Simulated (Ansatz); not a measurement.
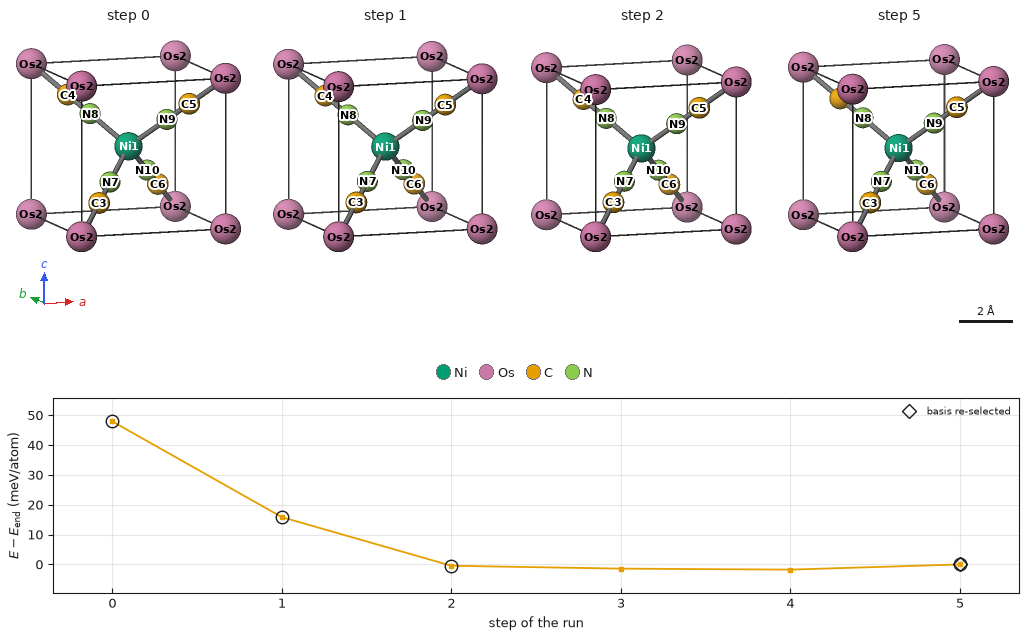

Frames of a relaxation of a crystal of NiOsC4N4 (a generated structure, set up in P-43m) (coarse preliminary run), marked on the history of the run. A ball-and-stick model of the cell of the calculation, seen slightly off an axis.

Theory: DFT PBE, scalar-relativistic, plane waves, PAW (Ansatz 0.2.0). (plane-wave cutoff 420 eV; k-point mesh 4 × 4 × 4; occupations gaussian; smearing width 0.1 eV; collinear spin; cell and atoms relaxed; force threshold 0.04 eV/Å; at most 70 steps)

> What happens along the run?

The largest moves relative to the cell, 0.10 Å, are those of N7, N8, N9 and N10. N7 goes along [1 1 1]. Largest moves by element: N 0.10 Å, C 0.06 Å. Ni and Os stay in place. Cell: a = b = c 5.858 → 5.740 Å (−2.0 %). Volume −5.9 %. Among the contacts that change: Ni1–N10 2.007 → 1.864 Å, Os2–C3 1.896 → 1.920 Å, C3–N7 1.170 → 1.187 Å. The space group stays P-43m (No. 215). The energy falls by 47.9 meV per atom in 4 accepted moves (5 points after the start). The largest force component goes from 1.5 to 0.014 eV/Å. Pressure: 1.05 GPa at the start and −0.19 GPa at the end. The SCF was repeated once at an unchanged geometry on a basis and grid sized afresh for the cell, which shifted the energy by 1.7 meV per atom at most. The program noted that the starting moments weren't kept. From step 0 to 1: N atoms move most (0.05 Å), volume −1.0 %, energy −32.1 meV per atom. From step 1 to 2: N atoms move most (0.07 Å), volume −5.9 %, energy −16.3 meV per atom. From step 2 to 5: N atoms move most (0.02 Å), volume +0.9 %, energy +0.4 meV per atom.
